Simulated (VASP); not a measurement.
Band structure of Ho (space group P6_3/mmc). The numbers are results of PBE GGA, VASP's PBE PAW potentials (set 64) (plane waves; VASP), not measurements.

The run has a spin-polarised start.

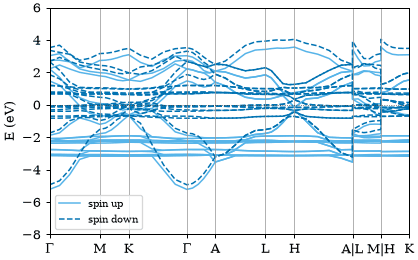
Bands along high-symmetry lines, zero at the valence-band maximum or, without a gap, the Fermi level

Question: Read the plot: is there a gap, and where are the band edges?

Answer: It has no gap at this level: it comes out as a metal or semimetal.

The structure comes from a computed database's Ho entry; how it stands against other phases isn't given here. The cell was not relaxed at this level.
